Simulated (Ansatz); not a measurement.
Fields on a plane of As (A7 type, space group R-3m)

```
CELL_PARAMETERS angstrom
      1.89173     1.09219     3.36977
     -1.89173     1.09219     3.36977
      0.00000    -2.18438     3.36977
ATOMIC_POSITIONS crystal
  As 0.23028 0.23028 0.23028
  As 0.76972 0.76972 0.76972
```

The slice is a (-1 1 0 4) plane (indices of the conventional cell) through the point (0.770, 0.770, 0.770) (fractional), spanned by u = [1 0 -1] and v = [1 -1 1] in vectors of this cell: u (3.78 Å) and v (5.52 Å, at 90° to u). It covers one period; positions are fractions (u, v).

Atoms on it: As at (0.00, 0.00). Other atoms lie within 1 Å of the plane.

Computed with PBE-D3(BJ) (plane waves to 420 eV, PAW, scalar-relativistic; Ansatz, a quantum-chemistry and plane-wave program). k mesh 11×11×11. Inside the PAW spheres the values are not all-electron values, and peaks at nuclei hang on which shells count as valence. As was relaxed with its symmetry unable to fall.

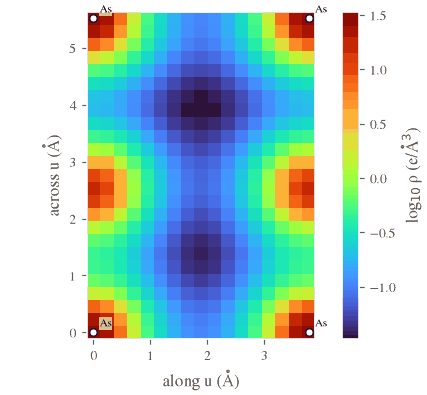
Figure. Log₁₀ of the valence density in e/Å³, one period of the plane, atoms marked. The scale is logarithmic, as a density can span decades between atoms and voids.

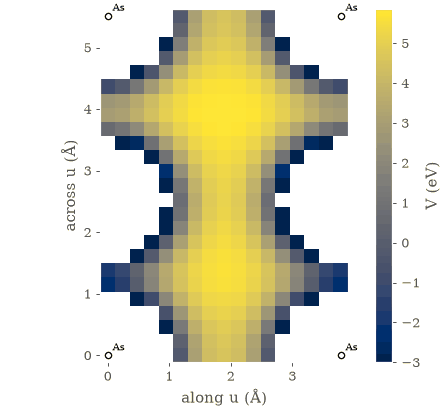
Electrostatic potential energy of an electron, from the cell's mean, in eV, one period of the plane, atoms marked. Points within 1 Å of a nucleus are left white, as the pseudised field means little there. Values under -3 eV are set to -3. The zero, the cell's mean, hangs on the PAW cores.
